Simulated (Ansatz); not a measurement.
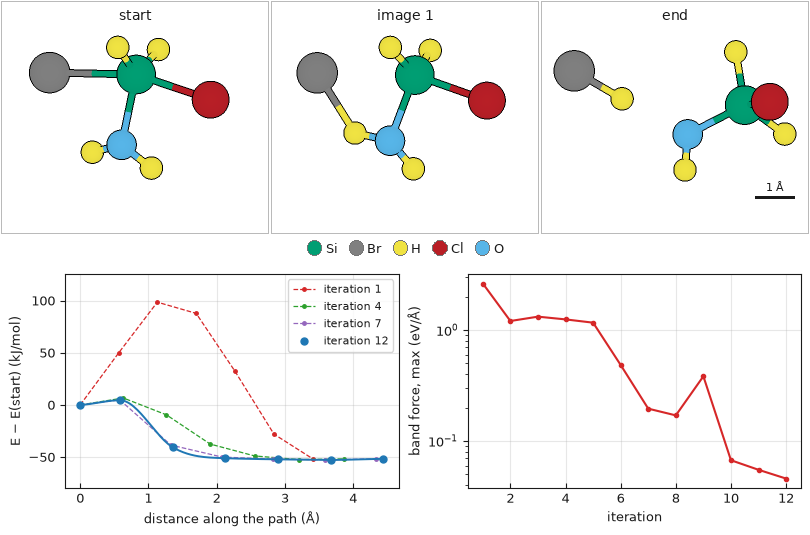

NEB run on SiH₄OBrCl. Images are numbered from 0 (start) to 6 (end). The plot follows the band through its iterations. A ball-and-stick model, seen from a free direction.

All numbers below come from Ansatz, RKS PBE0-D4/def2-SVP.

Input
```yaml
crystal:
  periodic: [false, false, false]
  atoms:
    - {symbol: Si, position_ang: [-0.095271, -0.310377, -0.634858]}
    - {symbol: Br, position_ang: [2.042303, -1.166844, 0.183325]}
    - {symbol: H, position_ang: [0.597083, 0.423825, -1.701550]}
    - {symbol: H, position_ang: [-0.661866, -1.657906, -0.750983]}
    - {symbol: Cl, position_ang: [-1.965134, 0.776439, -0.840653]}
    - {symbol: H, position_ang: [0.798717, 0.350652, 1.470043]}
    - {symbol: O, position_ang: [-0.095385, 0.389729, 1.070522]}
    - {symbol: H, position_ang: [-0.620446, 1.194483, 1.204254]}
basis:
  gaussian: {orbitals: def2-SVP}
hamiltonian: {xc: pbe0, dispersion: d4}
neb:
  images: 5
  climbing: true
  max_iterations: 40
  initial_path: idpp
  final_atoms:
    - {symbol: Si, position_ang: [-0.672715, 0.104729, -0.909965]}
    - {symbol: Br, position_ang: [2.203678, -1.483262, 2.156429]}
    - {symbol: H, position_ang: [-0.575449, 1.005302, -2.078697]}
    - {symbol: H, position_ang: [-0.267707, -1.281031, -1.201007]}
    - {symbol: Cl, position_ang: [-2.627988, 0.129861, -0.304740]}
    - {symbol: H, position_ang: [1.407533, -0.573034, 1.383017]}
    - {symbol: O, position_ang: [0.319916, 0.604651, 0.303790]}
    - {symbol: H, position_ang: [0.212732, 1.492785, 0.651274]}
```

Command:
```bash
ansatz run in.yaml --threads 4 --pin off --events-out ev --progress --plain --max-ram 9574MiB
```

Did the band converge, and can the barrier be trusted?

The run is converged, with reservations. The band converged in 12 iterations. The largest component of the band force went from 2.6 to 0.046 eV/Å. The climbing image converged on the top of the path. Its curvatures weren't checked. The largest force component is 0.38 eV/Å at the start and 0.47 eV/Å at the end; an end with forces this large is no minimum, and the barrier measured from it can be far off. The first iteration put the highest image at 98.6 kJ/mol. The energy climbs by 4.5 kJ/mol to image 1 and then falls by 56.2 kJ/mol, so the end point sits at −51.7 kJ/mol. Image 5 lies below both ends, at −52.7 kJ/mol, so an end isn't at the bottom of its valley.
